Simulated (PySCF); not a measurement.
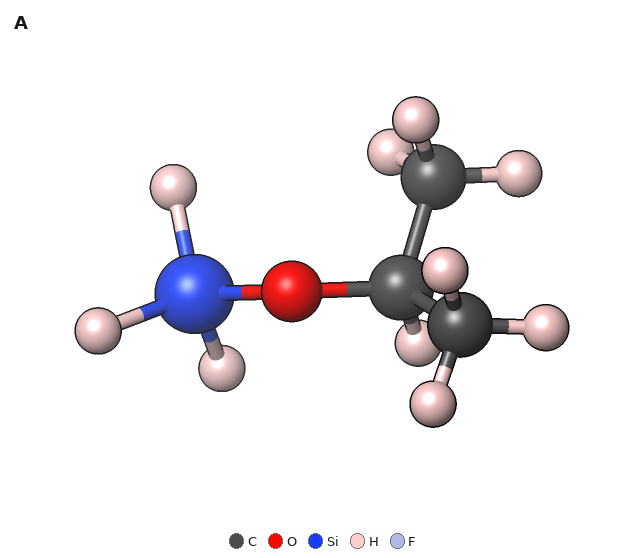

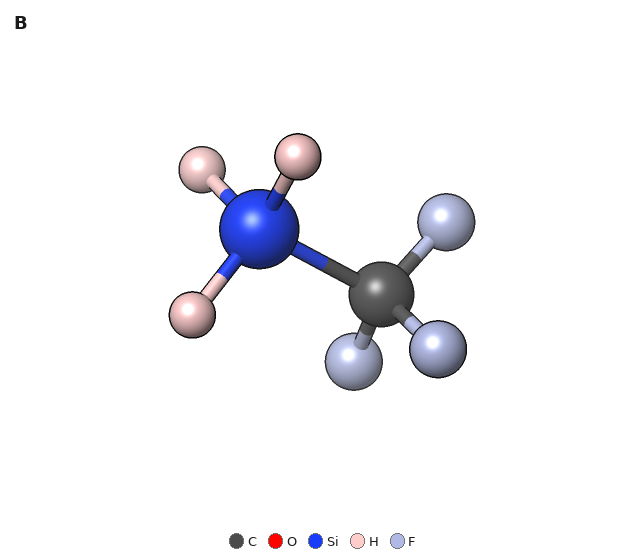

Two related species, optimised with PBE0-D3(BJ)/def2-SVP; properties computed with PySCF 2.14.0. Both: charge 0, singlet.

**Identify both.**

A is C3H10OSi (CC(C)O[SiH3]), B is CH3F3Si (FC(F)(F)[SiH3]).

Compare them. With PBE0/def2-TZVP: dipole moment (D), HOMO–LUMO gap (eV), HOMO energy (Kohn–Sham orbital) (eV), lowest vertical singlet excitation (eV), mean static polarisability (bohr³). With PBE0-D3(BJ)/def2-SVP: mean Si–H length (Å).

| quantity | A | B |
| --- | --- | --- |
| dipole moment (D) | 1.13 | 2.02 |
| HOMO–LUMO gap (eV) | 8.37 | 9.70 |
| HOMO energy (Kohn–Sham orbital) (eV) | −8.00 | −9.59 |
| lowest vertical singlet excitation (eV) | 6.90 | 8.67 |
| mean static polarisability (bohr³) | 67.5 | 41.1 |
| mean Si–H length (Å) | 1.495 | 1.488 |

Each is one conformer, and no frequency run is at hand to confirm it as a minimum.
